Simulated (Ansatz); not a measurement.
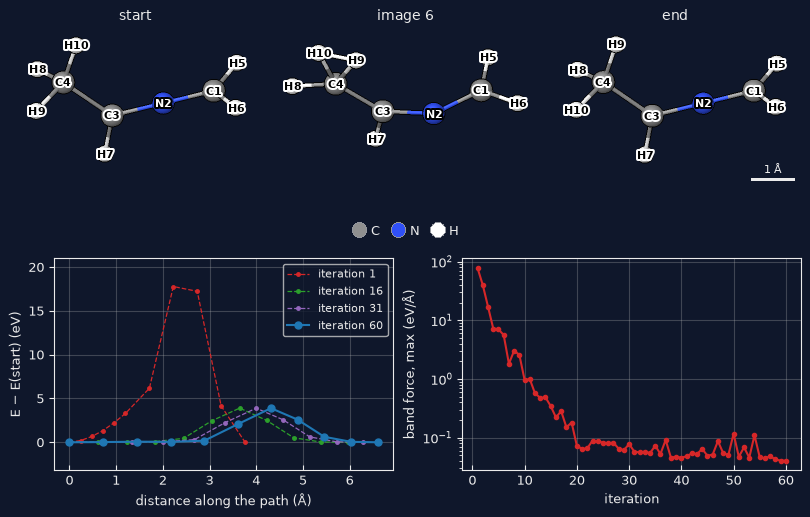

NEB run on C3H6N (charge +1). Images are numbered from 0 (start) to 10 (end). The plot follows the band through its iterations. Style: ball-and-stick. Shown at a tilt.

Computed with UKS PBE0-D4/def2-SVP in Ansatz. Set-up: 9 movable images; climbing image; force threshold 0.03 eV/Å; iteration limit 60; starting path through a guess of the saddle point.

Q: Judge this run.

A: The result isn't final. The band hadn't converged when the run stopped after 60 iterations. The largest component of the band force went from 78 to 0.041 eV/Å. The barrier read from it is provisional, though the highest image hardly moved in the last two iterations. The first iteration put the highest image at 17.78 eV. The barrier is about 3.89 eV in both directions, with image 6 at the top; the ends have the same energy.

The run took 15 min on 2 threads of Intel(R) Xeon(R) Platinum 8488C (Sapphire Rapids), with other jobs on the host, peak memory 0.23 GiB.
